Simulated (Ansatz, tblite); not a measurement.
# Ga13P13 zinc blende bond sphere (Ga13P13H30): a ladder of methods and basis sets

Aim: run the singlet of Ga13P13 zinc blende bond sphere (Ga13P13H30) at one geometry on many levels, and compare frontier levels, spin and run time.

Program: Ansatz 0.2.0, Gaussian basis. Level of theory: as each input shows. These are calculated values, not measurements.

Levels to be run: GFN1-xTB, GFN2-xTB, PBE-D4/def2-TZVP, r2SCAN-D4/def2-TZVP, PBE-D4/def2-SVP, PBE0-D4/def2-SVP.

1 further run of the same task is left out (set aside as unsound or not needed).

## 1. The geometry

The singlet was relaxed beforehand with PBE-D4/def2-SVP.

56 atoms, charge 0, spin multiplicity 1.

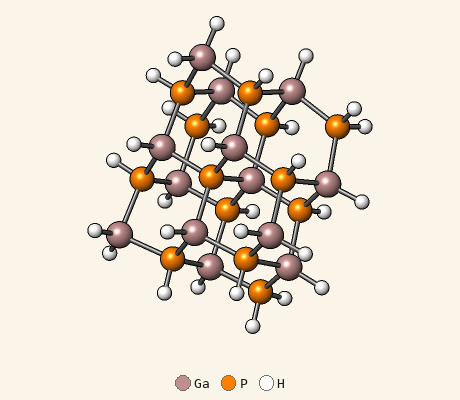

The structure; gallium pink, phosphorus orange, hydrogen white.

PBE0-D4/def2-TZVP was run before; its log isn't repeated, and its numbers join the tables.

## 2. GFN1-xTB

Tight binding, by tblite at 300 K electronic temperature and without a spin-polarisation term:

```python
tblite.interface.Calculator('GFN1-xTB', numbers, positions, charge=0, uhf=0).singlepoint()
```

Energy -1858.1558 eV, HOMO -10.37 eV, LUMO -6.30 eV; 0.69 s.

## 3. GFN2-xTB

Tight binding, by tblite at 300 K electronic temperature and without a spin-polarisation term:

```python
tblite.interface.Calculator('GFN2-xTB', numbers, positions, charge=0, uhf=0).singlepoint()
```

Energy -1740.3064 eV, HOMO -11.23 eV, LUMO -7.69 eV; 0.57 s.

## 4. PBE-D4/def2-TZVP

start.molden holds the orbitals of an earlier run on this state, given as this run's starting guess.

in.yaml reads:

```yaml
crystal:
  periodic: [false, false, false]
  atoms:
    - {symbol: Ga, position_ang: [-2.102519, -2.100851, -0.631110]}
    - {symbol: Ga, position_ang: [-2.189068, 0.794812, -3.476927]}
    - {symbol: Ga, position_ang: [-4.990299, 0.732907, -0.727955]}
    - {symbol: Ga, position_ang: [-2.099704, 0.633488, 2.102851]}
    - {symbol: Ga, position_ang: [-2.186271, 3.478705, -0.793752]}
    - {symbol: Ga, position_ang: [0.792035, -2.187988, -3.478228]}
    - {symbol: Ga, position_ang: [0.726541, -4.991061, -0.728457]}
    - {symbol: Ga, position_ang: [0.633553, -2.101576, 2.101102]}
    - {symbol: Ga, position_ang: [3.477024, -2.188338, -0.796777]}
    - {symbol: Ga, position_ang: [0.636761, 0.636723, -0.637627]}
    - {symbol: Ga, position_ang: [0.797408, 3.478120, 2.186272]}
    - {symbol: Ga, position_ang: [3.479684, 0.793922, 2.184834]}
    - {symbol: Ga, position_ang: [0.734099, 0.730349, 4.989834]}
    - {symbol: P, position_ang: [-3.373658, -0.586257, -1.978903]}
    - {symbol: P, position_ang: [-0.589387, -3.372377, -1.980255]}
    - {symbol: P, position_ang: [-0.681518, -0.679106, -4.647213]}
    - {symbol: P, position_ang: [-0.707629, -0.707579, 0.708304]}
    - {symbol: P, position_ang: [-0.743558, 2.005582, -2.005647]}
    - {symbol: P, position_ang: [-3.370836, 1.982356, 0.589166]}
    - {symbol: P, position_ang: [-0.583971, 1.981573, 3.372433]}
    - {symbol: P, position_ang: [-0.675724, 4.648098, 0.677779]}
    - {symbol: P, position_ang: [2.004200, -0.743848, -2.006834]}
    - {symbol: P, position_ang: [1.980578, -3.372912, 0.585994]}
    - {symbol: P, position_ang: [1.983262, -0.587539, 3.370845]}
    - {symbol: P, position_ang: [4.648027, -0.679093, 0.674890]}
    - {symbol: P, position_ang: [2.006692, 2.005007, 0.741397]}
    - {symbol: H, position_ang: [-3.039803, -3.037793, 0.221404]}
    - {symbol: H, position_ang: [-2.984215, 1.712060, -4.479280]}
    - {symbol: H, position_ang: [-5.776010, -0.235128, 0.241132]}
    - {symbol: H, position_ang: [-5.672115, 1.742985, -1.737475]}
    - {symbol: H, position_ang: [-3.037066, -0.217597, 3.041040]}
    - {symbol: H, position_ang: [-2.981514, 4.481462, -1.710474]}
    - {symbol: H, position_ang: [1.708443, -2.983391, -4.481159]}
    - {symbol: H, position_ang: [-0.243266, -5.771647, 0.242985]}
    - {symbol: H, position_ang: [1.733645, -5.677809, -1.737458]}
    - {symbol: H, position_ang: [-0.217606, -3.038835, 3.039341]}
    - {symbol: H, position_ang: [4.478805, -2.983448, -1.714686]}
    - {symbol: H, position_ang: [1.715601, 4.480405, 2.980430]}
    - {symbol: H, position_ang: [4.482886, 1.711132, 2.978954]}
    - {symbol: H, position_ang: [-0.234800, -0.238284, 5.774988]}
    - {symbol: H, position_ang: [1.744318, 1.739455, 5.671997]}
    - {symbol: H, position_ang: [-4.157128, -1.414193, -2.848350]}
    - {symbol: H, position_ang: [-1.418505, -4.154525, -2.849766]}
    - {symbol: H, position_ang: [-1.460083, -1.456758, -5.562073]}
    - {symbol: H, position_ang: [0.064389, 0.066686, -5.615628]}
    - {symbol: H, position_ang: [0.110106, 2.818856, -2.820186]}
    - {symbol: H, position_ang: [-4.152370, 2.852933, 1.417747]}
    - {symbol: H, position_ang: [-1.411416, 2.851914, 4.155419]}
    - {symbol: H, position_ang: [-1.451826, 5.565502, 1.454902]}
    - {symbol: H, position_ang: [0.071468, 5.614086, -0.069864]}
    - {symbol: H, position_ang: [2.817758, 0.109620, -2.821317]}
    - {symbol: H, position_ang: [2.850887, -4.155338, 1.414024]}
    - {symbol: H, position_ang: [2.853853, -1.415965, 4.152528]}
    - {symbol: H, position_ang: [5.565729, -1.455816, 1.451045]}
    - {symbol: H, position_ang: [5.613728, 0.067966, -0.073251]}
    - {symbol: H, position_ang: [2.820394, 2.818380, -0.112976]}
basis:
  gaussian: {orbitals: def2-TZVP, fitting: {mean_field: def2-universal-jkfit}, initial_orbitals: start.molden}
hamiltonian: {xc: pbe, dispersion: d4}
scf: {omitted_lower_state_checks: [starts]}
output: {forces: true, orbitals: {seedname: orbitals}}
```

Command:

```sh
$ ansatz run in.yaml --threads 11 --pin off --events-out ev --progress --plain --max-ram 174080MiB --backend cuda --devices 0, --max-vram 75GiB
```

The log of the run, shortened:

```text
Functional definition: PBE
  name "PBE"
  cite "Perdew, Burke & Ernzerhof, Phys. Rev. Lett. 77, 3865 (1996) doi:10.1103/PhysRevLett.77.3865"
  parent pbe
[...]
5662 factors; integrals over basis functions are off by at most 6.1e-1 eV
[...]
mean field -802020.09003266 eV, -29473.6946799582 hartree, gradient 1.9e-5 eV, S^2 0.000000; 0 other end points of the search recorded, 0 dependent functions left out
[...]
reference -802020.09016032 eV, -29473.6946846496 hartree; 314, 314 occupied and 971, 971 virtual orbitals, 5662 factors
Total energy: -802025.68563129 eV, -29473.9003144150 hartree
Atom 0 at    -2.102519    -2.100851    -0.631110 Å, force     0.011572     0.011559    -0.045506 eV/Å
Atom 1 at    -2.189068     0.794812    -3.476927 Å, force     0.019677    -0.030649     0.006353 eV/Å
Atom 2 at    -4.990299     0.732907    -0.727955 Å, force     0.010379     0.001355    -0.001202 eV/Å
Atom 3 at    -2.099704     0.633488     2.102851 Å, force     0.011752     0.045713    -0.011804 eV/Å
Atom 4 at    -2.186271     3.478705    -0.793752 Å, force     0.019716    -0.006261     0.030538 eV/Å
Atom 5 at     0.792035    -2.187988    -3.478228 Å, force    -0.030724     0.019554     0.005937 eV/Å
Atom 6 at     0.726541    -4.991061    -0.728457 Å, force     0.001336     0.011279    -0.001042 eV/Å
Atom 7 at     0.633553    -2.101576     2.101102 Å, force     0.045612     0.011632    -0.011760 eV/Å
[...]
Atom 40 at     1.744318     1.739455     5.671997 Å, force    -0.029444    -0.029361    -0.016967 eV/Å
Atom 41 at    -4.157128    -1.414193    -2.848350 Å, force     0.100978     0.101459     0.099403 eV/Å
Atom 42 at    -1.418505    -4.154525    -2.849766 Å, force     0.101624     0.100679     0.099464 eV/Å
Atom 43 at    -1.460083    -1.456758    -5.562073 Å, force     0.100035     0.099854     0.112478 eV/Å
Atom 44 at     0.064389     0.066686    -5.615628 Å, force    -0.095729    -0.095627     0.116802 eV/Å
Atom 45 at     0.110106     2.818856    -2.820186 Å, force    -0.098794    -0.098648     0.099035 eV/Å
Atom 46 at    -4.152370     2.852933     1.417747 Å, force     0.100606    -0.099561    -0.101681 eV/Å
Atom 47 at    -1.411416     2.851914     4.155419 Å, force     0.101318    -0.099562    -0.100749 eV/Å
Atom 48 at    -1.451826     5.565502     1.454902 Å, force     0.099592    -0.113011    -0.099779 eV/Å
Atom 49 at     0.071468     5.614086    -0.069864 Å, force    -0.095944    -0.116398     0.095836 eV/Å
Atom 50 at     2.817758     0.109620    -2.821317 Å, force    -0.098916    -0.098844     0.099152 eV/Å
Atom 51 at     2.850887    -4.155338     1.414024 Å, force    -0.099498     0.100787    -0.101587 eV/Å
Atom 52 at     2.853853    -1.415965     4.152528 Å, force    -0.099735     0.101361    -0.100560 eV/Å
Atom 53 at     5.565729    -1.455816     1.451045 Å, force    -0.113033     0.099667    -0.099742 eV/Å
Atom 54 at     5.613728     0.067966    -0.073251 Å, force    -0.116274    -0.095957     0.095902 eV/Å
Atom 55 at     2.820394     2.818380    -0.112976 Å, force    -0.098903    -0.098853     0.098733 eV/Å
Dipole moment:     1.063902     1.062927    -1.064900 e Å
Checks for a lower state left out: starts
```

It took 12 s on 1 × H100 with 11 threads of AMD EPYC 7R13, shared host; peak host memory 1.9 GiB.

Report: HOMO -5.97 eV, LUMO -2.19 eV.

## 5. r2SCAN-D4/def2-TZVP

in.yaml: that of step 4 with these lines changed.

```diff
@@ -61,3 +61,3 @@
   gaussian: {orbitals: def2-TZVP, fitting: {mean_field: def2-universal-jkfit}, initial_orbitals: start.molden}
-hamiltonian: {xc: pbe, dispersion: d4}
+hamiltonian: {xc: r2scan, dispersion: d4}
 scf: {omitted_lower_state_checks: [starts]}
```

The command is unchanged.

The log of the run, shortened:

```text
Functional definition: r2SCAN
  name "r2SCAN"
  cite "Furness, Kaplan, Ning, Perdew & Sun, J. Phys. Chem. Lett. 11, 8208 (2020) doi:10.1021/acs.jpclett.0c02405"
  cite "Furness, Kaplan, Ning, Perdew & Sun, J. Phys. Chem. Lett. 11, 9248 (2020) doi:10.1021/acs.jpclett.0c03077"
  parent r2scan
[...]
5662 factors; integrals over basis functions are off by at most 6.1e-1 eV
[...]
mean field -802169.49806452 eV, -29479.1853238564 hartree, gradient 2.7e-5 eV, S^2 0.000000; 0 other end points of the search recorded, 0 dependent functions left out
[...]
reference -802169.49810230 eV, -29479.1853252449 hartree; 314, 314 occupied and 971, 971 virtual orbitals, 5662 factors
Total energy: -802171.09528798 eV, -29479.2440207359 hartree
Atom 0 at    -2.102519    -2.100851    -0.631110 Å, force    -0.037886    -0.037956     0.008145 eV/Å
[...]
Atom 47 at    -1.411416     2.851914     4.155419 Å, force     0.208201    -0.216481    -0.199223 eV/Å
Atom 48 at    -1.451826     5.565502     1.454902 Å, force     0.202906    -0.247736    -0.203256 eV/Å
Atom 49 at     0.071468     5.614086    -0.069864 Å, force    -0.194940    -0.260147     0.194915 eV/Å
Atom 50 at     2.817758     0.109620    -2.821317 Å, force    -0.203436    -0.209002     0.203803 eV/Å
Atom 51 at     2.850887    -4.155338     1.414024 Å, force    -0.216482     0.199178    -0.208582 eV/Å
Atom 52 at     2.853853    -1.415965     4.152528 Å, force    -0.216758     0.208404    -0.198848 eV/Å
Atom 53 at     5.565729    -1.455816     1.451045 Å, force    -0.247794     0.203008    -0.202995 eV/Å
Atom 54 at     5.613728     0.067966    -0.073251 Å, force    -0.259972    -0.194940     0.195036 eV/Å
Atom 55 at     2.820394     2.818380    -0.112976 Å, force    -0.203438    -0.203356     0.209004 eV/Å
Dipole moment:     1.120239     1.119214    -1.121280 e Å
Checks for a lower state left out: starts
```

It took 13 s on 1 × H100 with 11 threads of AMD EPYC 7R13, shared host; peak host memory 1.9 GiB.

Report: HOMO -6.21 eV, LUMO -2.05 eV.

## 6. PBE-D4/def2-SVP

in.yaml: that of step 5 with these lines changed.

```diff
@@ -60,5 +60,5 @@
 basis:
-  gaussian: {orbitals: def2-TZVP, fitting: {mean_field: def2-universal-jkfit}, initial_orbitals: start.molden}
-hamiltonian: {xc: r2scan, dispersion: d4}
+  gaussian: {orbitals: def2-SVP, fitting: {mean_field: def2-universal-jkfit}, initial_orbitals: start.molden}
+hamiltonian: {xc: pbe, dispersion: d4}
 scf: {omitted_lower_state_checks: [starts]}
-output: {forces: true, orbitals: {seedname: orbitals}}
+output: {orbitals: {seedname: orbitals}}
```

The command is unchanged.

The log of the run:

```text
Functional definition: PBE
  name "PBE"
  cite "Perdew, Burke & Ernzerhof, Phys. Rev. Lett. 77, 3865 (1996) doi:10.1103/PhysRevLett.77.3865"
  parent pbe
  parameter kappa = 0.804
  parameter beta = 0.06672455060314922
  exchange = pbe_x(kappa = kappa, mu = beta*pi^2/3)
  correlation = pbe_c(beta = beta)
these checks for a lower state are left out or cut short: starts
5662 factors; integrals over basis functions are off by at most 3.4e-1 eV
mean field evaluation 1: about -801890.3601 eV, gradient 2.5e1 eV
mean field evaluation 2: about -801891.5352 eV, gradient 1.1e0 eV
mean field evaluation 4: about -801891.5302 eV, gradient 8.2e-2 eV
mean field -801891.53023998 eV, -29468.9701947178 hartree, gradient 6.8e-5 eV, S^2 0.000000; 0 other end points of the search recorded, 0 dependent functions left out
reference -801891.53035479 eV, -29468.9701989373 hartree; 314, 314 occupied and 486, 486 virtual orbitals, 5662 factors
Total energy: -801897.12582576 eV, -29469.1758287027 hartree
Checks for a lower state left out: starts
```

It took 5.5 s on 1 × H100 with 11 threads of AMD EPYC 7R13, shared host; peak host memory 1.9 GiB.

From the report: HOMO -5.93 eV, LUMO -2.04 eV.

## 7. PBE0-D4/def2-SVP

in.yaml: that of step 6 with these lines changed.

```diff
@@ -61,3 +61,3 @@
   gaussian: {orbitals: def2-SVP, fitting: {mean_field: def2-universal-jkfit}, initial_orbitals: start.molden}
-hamiltonian: {xc: pbe, dispersion: d4}
+hamiltonian: {xc: pbe0, dispersion: d4}
 scf: {omitted_lower_state_checks: [starts]}
```

Same command.

The log of the run:

```text
Functional definition: PBE0
  name "PBE0"
  cite "Adamo & Barone, J. Chem. Phys. 110, 6158 (1999) doi:10.1063/1.478522"
  cite "Perdew, Burke & Ernzerhof, Phys. Rev. Lett. 77, 3865 (1996) doi:10.1103/PhysRevLett.77.3865"
  parent pbe
  parameter a = 0.25
  parameter kappa = 0.804
  parameter beta = 0.06672455060314922
  exchange = (1 - a)*pbe_x(kappa = kappa, mu = beta*pi^2/3) + a*exact_x
  correlation = pbe_c(beta = beta)
these checks for a lower state are left out or cut short: starts
5662 factors; integrals over basis functions are off by at most 3.4e-1 eV
mean field evaluation 1: about -801918.0674 eV, gradient 1.1e1 eV
mean field evaluation 2: about -801918.3464 eV, gradient 2.2e-1 eV
mean field evaluation 4: about -801918.3373 eV, gradient 2.7e-4 eV
mean field -801918.33733373 eV, -29469.9553372428 hartree, gradient 1.6e-5 eV, S^2 0.000000; 0 other end points of the search recorded, 0 dependent functions left out
reference -801918.33741998 eV, -29469.9553404123 hartree; 314, 314 occupied and 486, 486 virtual orbitals, 5662 factors
Total energy: -801923.46287346 eV, -29470.1436973538 hartree
Checks for a lower state left out: starts
```

Wall time 13 s (1 × H100 with 11 threads of AMD EPYC 7R13, shared host); peak host memory 1.9 GiB.

HOMO -6.94 eV, LUMO -1.35 eV.

## 8. Levels side by side

| level | functions | HOMO (eV) | LUMO (eV) | gap (eV) | time |
| --- | --- | --- | --- | --- | --- |
| PBE-D4/def2-SVP | 800 | -5.93 | -2.04 | 3.89 | 5.5 s |
| PBE-D4/def2-TZVP | 1285 | -5.97 | -2.19 | 3.78 | 12 s |
| r2SCAN-D4/def2-TZVP | 1285 | -6.21 | -2.05 | 4.16 | 13 s |
| PBE0-D4/def2-SVP | 800 | -6.94 | -1.35 | 5.59 | 13 s |
| PBE0-D4/def2-TZVP | 1285 | -6.95 | -1.47 | 5.48 | 16 s |

## 9. Binding energy

Free atoms were run apart at each level; binding is atoms less cluster, divided by the number of atoms, without zero-point or spin-orbit terms.

| level | binding an atom (eV) |
| --- | --- |
| PBE-D4/def2-SVP | 2.863 |
| PBE-D4/def2-TZVP | 2.855 |
| r2SCAN-D4/def2-TZVP | 2.861 |
| PBE0-D4/def2-SVP | 2.859 |
| PBE0-D4/def2-TZVP | 2.852 |

## 10. Summary of results

| quantity | value |
| --- | --- |
| gap in def2-TZVP, named functionals, smallest and largest | 3.78 eV (PBE-D4), 5.48 eV (PBE0-D4) |
| binding an atom, functionals in def2-TZVP | 2.85 (PBE0-D4) to 2.86 eV (r2SCAN-D4) |
| PBE0 total energy, smallest basis above largest | 127.61 eV (def2-SVP, def2-TZVP) |

**Reading.** Over the named functionals in def2-TZVP the gap runs from 3.78 eV (PBE-D4) to 5.48 eV (PBE0-D4); exact exchange widens it.

The slowest run with a step of its own, r2SCAN-D4/def2-TZVP, took 13 s; the quickest functional in def2-TZVP took 12 s (shared host).
